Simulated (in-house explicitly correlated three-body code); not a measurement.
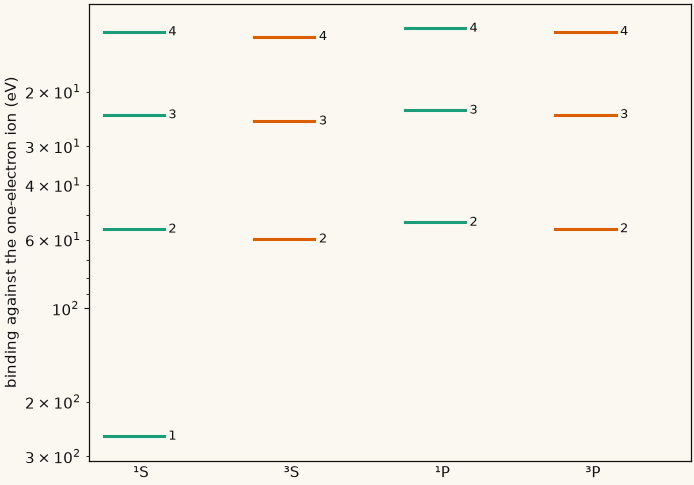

Two electrons around a point charge Z = 5, with all interactions Yukawa-screened by 0.01 bohr⁻¹. Computed variationally in 260 exponentially correlated functions with an in-house code, non-relativistic, converged to about 10⁻⁷ hartree. The plot shows the bound S and P states that converged, by term and principal number n, on a logarithmic scale of binding.

**How do singlets and triplets lie?**

The ground state is bound by 258.3 eV. The n = 2 states drawn run, from the deepest, 2 ³S (59.7 eV), 2 ¹S (55.5 eV), 2 ³P (55.3 eV), 2 ¹P (52.7 eV). Exchange puts 2 ³S below 2 ¹S by 4.23 eV and 2 ³P below 2 ¹P by 2.61 eV.
